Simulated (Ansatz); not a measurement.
Fields on a plane of Ga2O3 (beta-Ga2O3 type, space group C2/m)

```
CELL_PARAMETERS angstrom
      6.22762    -1.54173     0.00000
      6.22762     1.54173     0.00000
     -1.39233     0.00000     5.71032
ATOMIC_POSITIONS crystal
  Ga 0.08991 0.08991 0.79470
  Ga 0.91009 0.91009 0.20530
  Ga 0.65850 0.65850 0.31416
  Ga 0.34150 0.34150 0.68584
  O  0.16349 0.16349 0.10919
  O  0.83651 0.83651 0.89081
  O  0.17371 0.17371 0.56436
  O  0.82629 0.82629 0.43564
  O  0.49603 0.49603 0.25671
  O  0.50397 0.50397 0.74329
```

The slice is a (100) plane (indices of the conventional cell) through the point (0.910, 0.910, 0.205) (fractional), spanned by u = [1 -1 0] and v = [001] in vectors of this cell: u (3.08 Å) and v (5.88 Å, at 90° to u). It covers one period; positions are fractions (u, v).

Atoms on it: Ga at (0.00, 0.00). Other atoms lie within 1 Å of the plane.

Method: PBE (plane waves to 420 eV, PAW, scalar-relativistic; Ansatz, a quantum-chemistry and plane-wave program). k mesh 11×11×6. Near the nuclei the fields are pseudised (PAW); where an atom keeps semicore shells as valence, they peak there. Ga2O3 was relaxed with its symmetry unable to fall.

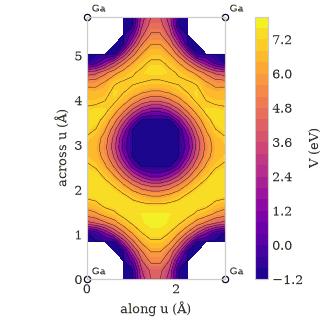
Figure. Electrostatic potential energy of an electron, from the cell's mean, in eV, one period of the plane, atoms marked. Points within 0.8 Å of a nucleus are left white, as the pseudised field means little there. Values under -1 eV are set to -1. The zero, the cell's mean, hangs on the PAW cores.

```
v \ u  0.00  0.13  0.27  0.40  0.53  0.67  0.80  0.93
-----  ----  ----  ----  ----  ----  ----  ----  ----
0.96    1.5   0.8  -0.3  -0.5  -0.6  -0.5   0.1   1.3
0.86   -0.2  -0.4  -0.7  -1.0  -1.0  -0.9  -0.6  -0.3
0.75   -0.3  -0.5  -0.8  -1.2  -1.2  -1.0  -0.6  -0.3
0.64   -0.5  -0.6  -0.8  -0.8  -0.7  -0.8  -0.7  -0.5
0.54   -1.1  -1.0  -0.7  -0.3  -0.2  -0.5  -0.8  -1.0
0.43   -1.1  -1.0  -0.8  -0.5  -0.4  -0.6  -0.9  -1.1
0.32   -0.6  -0.8  -1.0  -1.1  -1.0  -1.0  -0.9  -0.7
0.21   -0.5  -0.6  -1.0  -1.2  -1.3  -1.1  -0.8  -0.5
0.11    0.2  -0.1  -0.6  -0.8  -0.8  -0.7  -0.4   0.1
0.00    1.7   0.9  -0.2  -0.5  -0.5  -0.4   0.2   1.5
```

Values: log₁₀ of the valence density in e/Å³. The scale is logarithmic, as a density can span decades between atoms and voids.
